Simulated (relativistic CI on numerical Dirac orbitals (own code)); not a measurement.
**Relativistic CI calculation, with input and output: Br⁵⁺**

Br⁵⁺. Computed at this level: Dirac-Coulomb-Breit CI, KLI orbitals optimised for each configuration, model QED (radiative potential, 1s self-energy scaled to tabulated hydrogen-like ionisation energies), valence Slater integrals scaled by 0.9, configuration energies shifted to the measured levels that pair with them (semi-empirical) (relativistic CI on numerical Dirac orbitals, in-house).

**Results in brief**

- outcome: converged
- lowest level: 3d¹⁰ 4s² ¹S₀
- first excited level: 3d¹⁰ 4s 4p ³P°₀, 104,341 cm⁻¹
- levels computed: 496
- SCF iterations: 234
- hardware: 1 thread of Intel Xeon @ 2.90GHz (Ice Lake), 64 GiB of memory available, shared host
- wall time: 3 s

**Notes**

To bear in mind: shifts are fitted to measured levels, configurations with none paired borrow a shift and can be misplaced by tens of thousands of cm⁻¹; one shift a configuration: terms inside it, and wavelengths, can be off by thousands of cm⁻¹; only a limited list of configurations is included, so lower levels can be missing; only lines among the lowest 103 of 496 levels are drawn.

**Input file**
```
atom Br  Z=35  charge=5  electrons=30
nucleus A=79  rms_radius_fm=4.1629
hamiltonian dirac-coulomb  breit=on  qed=on  c_scale=1
orbitals kli  potential=per-configuration
slater_scale 0.9
correlation fit
mixing on
configurations
  [Ar] 3d10 4s2
  [Ar] 3d10 4s 4p
  [Ar] 3d10 4p2
  [Ar] 3d10 4s 4d
  [Ar] 3d10 4s 4f
  [Ar] 3d10 4d2
  [Ar] 3d10 4p 4d
  [Ar] 3d10 4s 5s
  [Ar] 3d10 4s 5p
  [Ar] 3d10 4f2
  [Ar] 3d10 4p 4f
  [Ar] 3d10 4s 5d
  [Ar] 3d10 4s 6s
  [Ar] 3d10 4p 5s
  [Ar] 3d10 4s 6p
  [Ar] 3d10 4s 5f
  [Ar] 3d10 4s 5g
  [Ar] 3d10 4s 6d
  [Ar] 3d9 4s 4p2
  [Ar] 3d10 4d 4f
  [Ar] 3d10 4s 6f
  [Ar] 3d8 4s2 4p2
  [Ar] 3d9 4s2 4p
  [Ar] 3d10 4d 5s
  [Ar] 3d9 4s 4p 4d
  [Ar] 3d10 5s2
end
```

The run was one of a batch that the task file lists, launched with:
```bash
python <driver script> task.json out
```

The program writes its results to a structured record and prints no log; tables and figures of this report are taken from that record.

**The lowest 30 levels**

| Configuration | Level | E (cm⁻¹) | LS purity (%) | Landé g | Lifetime (s; – stable or not computed) |
| --- | --- | --- | --- | --- | --- |
| 4s² | ¹S₀ | 0 | 98 | – | – |
| 4s 4p | ³P°₀ | 104,300 | 100 | – | – |
| 4s 4p | ³P°₁ | 106,400 | 99 | 1.499 | 8.8×10⁻⁸ |
| 4s 4p | ³P°₂ | 111,100 | 100 | 1.501 | 5.9×10⁻¹ |
| 4s 4p | ¹P°₁ | 154,200 | 97 | 1.002 | 1.0×10⁻¹⁰ |
| 4p² | ³P₀ | 244,300 | 98 | – | 1.3×10⁻¹⁰ |
| 4p² | [4p₁/₂ 4p₃/₂] J = 2 | 246,600 | 65 | 1.115 | 4.1×10⁻¹⁰ |
| 4p² | ³P₁ | 247,400 | 100 | 1.501 | 1.3×10⁻¹⁰ |
| 4p² | [(4p₃/₂)²] J = 2 | 253,400 | 77 | 1.385 | 1.5×10⁻¹⁰ |
| 4p² | ¹S₀ | 287,400 | 94 | – | 1.2×10⁻¹⁰ |
| 4s 4d | ³D₁ | 304,700 | 100 | 0.499 | 5.9×10⁻¹¹ |
| 4s 4d | ³D₂ | 305,000 | 100 | 1.167 | 6.1×10⁻¹¹ |
| 4s 4d | ³D₃ | 305,400 | 100 | 1.334 | 6.3×10⁻¹¹ |
| 4s 4d | ¹D₂ | 332,000 | 82 | 1.000 | 4.4×10⁻¹¹ |
| 4s 5s | ³S₁ | 361,500 | 100 | 2.002 | 5.7×10⁻¹¹ |
| 4s 5s | ¹S₀ | 371,600 | 100 | – | 7.0×10⁻¹¹ |
| 4s 5p | ³P°₀ | 407,300 | 99 | – | 3.4×10⁻¹⁰ |
| 4s 5p | ³P°₁ | 407,900 | 93 | 1.472 | 3.2×10⁻¹⁰ |
| 4s 5p | ³P°₂ | 409,600 | 99 | 1.501 | 3.3×10⁻¹⁰ |
| 4s 5p | ¹P°₁ | 412,200 | 90 | 1.028 | 1.9×10⁻¹⁰ |
| 4p 4d | ³F°₂ | 413,700 | 87 | 0.682 | 1.0×10⁻⁹ |
| 4p 4d | ³F°₃ | 416,300 | 89 | 1.084 | 1.5×10⁻⁹ |
| 4p 4d | ³F°₄ | 419,800 | 89 | 1.250 | 2.6×10⁻⁹ |
| 4p 4d | ¹D°₂ | 424,200 | 92 | 1.002 | 8.7×10⁻¹¹ |
| 4s 4f | ¹F°₃ | 436,200 | 56 | 1.013 | 6.3×10⁻¹¹ |
| 4p 4d | ³P°₂ | 436,900 | 67 | 1.386 | 5.0×10⁻¹¹ |
| 4p 4d | [4p₁/₂ 4d₃/₂] J = 1 | 437,400 | 56 | 0.930 | 4.3×10⁻¹¹ |
| 4p 4d | ³P°₀ | 440,700 | 99 | – | 5.3×10⁻¹¹ |
| 4p 4d | [4p₃/₂ 4d₃/₂] J = 1 | 441,400 | 56 | 1.072 | 4.4×10⁻¹¹ |
| 4p 4d | ³D°₂ | 442,000 | 70 | 1.262 | 4.0×10⁻¹¹ |

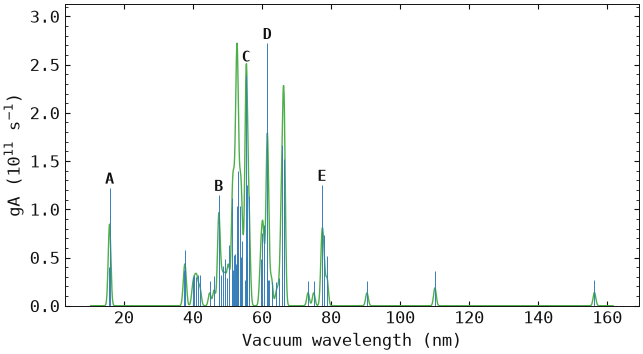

The stronger electric dipole lines (weighted rates gA) for Br⁵⁺ (bromine, Z = 35). The envelope is a Gaussian of full width 0.9 nm, scaled to the tallest stick. A: 3d⁹ 4s² 4p ¹P°₁ → 3d¹⁰ 4s² ¹S₀, 15.87 nm, gA = 1.2×10¹¹ s⁻¹; B: 3d¹⁰ 4d² ¹G₄ → 3d¹⁰ 4s 4f ¹F°₃, 47.48 nm, gA = 1.1×10¹¹ s⁻¹; C: 3d¹⁰ 4d² ³F₄ → 3d¹⁰ 4p 4d ³D°₃, 55.43 nm, gA = 2.4×10¹¹ s⁻¹; D: 3d¹⁰ 4d² ¹G₄ → 3d¹⁰ 4p 4d J = 3 (odd, mixed, level 40), 61.52 nm, gA = 2.7×10¹¹ s⁻¹; E: 3d¹⁰ 4p 4f ³G₅ → 3d¹⁰ 4s 4f ³F°₄, 77.37 nm, gA = 1.3×10¹¹ s⁻¹. The strongest, D, lies in the extreme ultraviolet region.
